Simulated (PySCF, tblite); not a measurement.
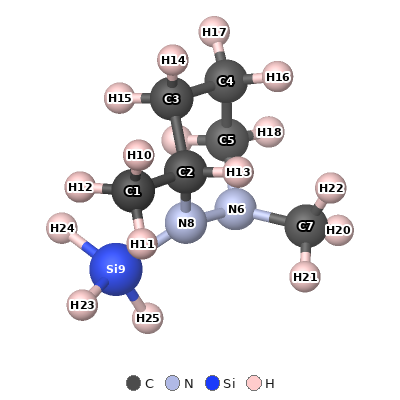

The molecule: C₆H₁₆N₂Si, SMILES C[C@@H]1CCCN(C)N1[SiH3].

GIAO shifts, PBE0/pcSseg-1 in PySCF, at a GFN2-xTB geometry (a minimum by its frequencies), against TMS for ²⁹Si computed at the same level. Gas phase, fully decoupled, line heights follow the number of nuclei, widths are arbitrary (no quadrupolar broadening); values of one conformer, averaged over methyl-type rotors and exact or near symmetry; other conformers aren't averaged in.

Which ²⁹Si signals does it give?

1 signal.


```
δ (ppm)  nuclei  atoms
  −64.9       1    Si9
```

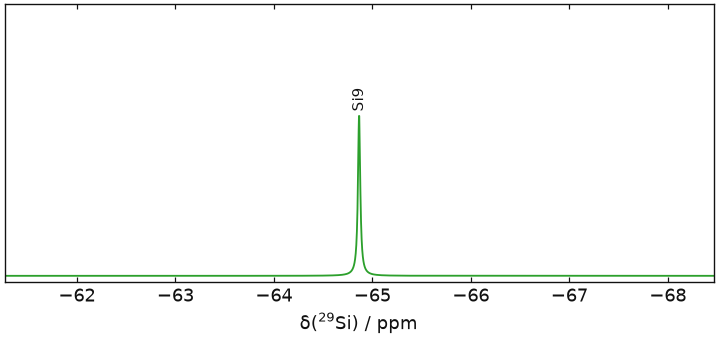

Caveats: the tight-binding geometry is rougher than a DFT one and adds to the error.
